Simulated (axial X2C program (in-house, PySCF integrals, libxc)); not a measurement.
ISn⁺: relativistic diatomic calculation

ISn⁺. The reference is closed-shell ISn⁺; the roots are vertical excitation energies. The distance is the PBE0 minimum at charge 1. Computed at this level: EOM-EE-CCSD, two-component X2C with atomic mean-field Coulomb and Gaunt terms, I dyall-acv3z, Sn dyall-acv3z (cores contracted) (axial X2C program (in-house, PySCF integrals, libxc)).

Log:
```
two-component X2C + atomic mean field  HF
basis functions 285  fitting functions 1416  grid points 5803
iter        total energy     max residual
   1     -13280.799041243     4.07e-01
   2     -13280.836152050     7.49e-03
   3     -13280.837365593     1.21e-02
   4     -13280.837573866     2.45e-03
   5     -13280.837609454     6.91e-04
   6     -13280.837615663     5.13e-04
   7     -13280.837616424     9.44e-05
   8     -13280.837616510     3.45e-05
   9     -13280.837616516     1.15e-05
  10     -13280.837616517     2.46e-06
  11     -13280.837616517     2.57e-06
  12     -13280.837616517     7.60e-07
converged
one-electron -19279.48949318  Coulomb 5812.37297525  exact exchange -343.98619059  xc functional 0.00000000  nuclear repulsion 538.11189906  atomic mean-field constant -7.84680706
correlated 10  virtual 372  natural virtual 88  E(MP2) -0.198842415  MP2 remainder -0.022254410
iter   CCSD correlation   residual
   1     -0.190998949   1.32e-01
   2     -0.197234844   5.54e-02
   3     -0.199217591   2.45e-02
   4     -0.199252628   8.52e-03
   5     -0.199299247   3.22e-03
   6     -0.199304963   1.33e-03
   7     -0.199306079   3.29e-04
   8     -0.199308585   1.07e-04
   9     -0.199307836   4.32e-05
  10     -0.199307911   2.12e-05
  11     -0.199307636   1.07e-05
  12     -0.199307646   5.12e-06
(T) -0.009563493088591512  T1 0.0327  D1 0.0506  max T2 0.057
EOM-EE-CCSD roots
2*Omega      energy/Eh   energy/eV  one-particle weight
    0       0.10432848      2.8389      0.947
    0       0.10773503      2.9316      0.947
    0       0.12233773      3.3290      0.920
    0       0.13954489      3.7972      0.903
    0       0.14383317      3.9139      0.907
    2       0.10901896      2.9666      0.940
    2       0.11229794      3.0558      0.920
    2       0.13246915      3.6047      0.919
    2       0.14629192      3.9808      0.912
    4       0.11617665      3.1613      0.925
    4       0.11963458      3.2554      0.928
    4       0.15628325      4.2527      0.905
    6       0.12524482      3.4081      0.916
```

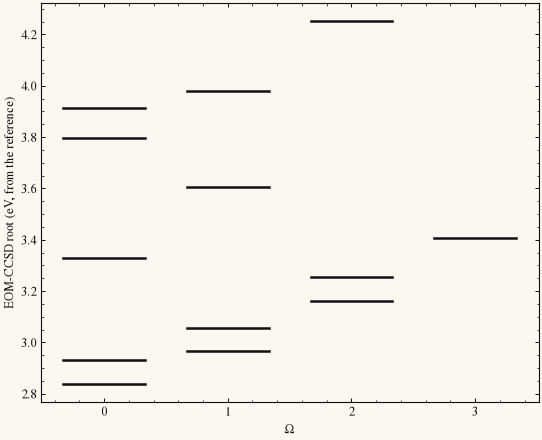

*EOM-CCSD roots by Ω at 2.61 Å.*

The lowest has Ω = 0 and lies at 2.839 eV, with one-particle weight 0.95.

The input:
```
{"zs": [53, 50], "q": 1, "bas": ["dyall-acv3z", "dyall-acv3z"], "r0": 2.73, "eom": "ee", "thr": -1.0, "nmax": 88}
```

The line is the task of a batch: nuclear charges, charge, bases, a first guess of the distance and further settings. This report covers the levels named above. The log is that of the reference distance 2.606 Å.

Launched within a batch (the task file carries these settings):
```bash
python <driver script> task.json out
```

Results in brief:

```tsv
quantity	value
outcome	converged
HF energy of the reference ISn⁺	−13280.83762 hartree
MP2 energy of the reference ISn⁺	−13281.03646 hartree
CCSD energy of the reference ISn⁺ (with the MP2 share of the virtual spinors left out of the coupled-cluster step)	−13281.05918 hartree
CCSD(T) energy of the reference ISn⁺	−13281.06874 hartree
T1 diagnostic (spinor form; for a closed shell √2 times the usual value)	0.033
hardware	1 thread of Arm Neoverse V1, 24 GiB of memory available, shared host
wall time	22 s
peak memory	0.79 GiB
```
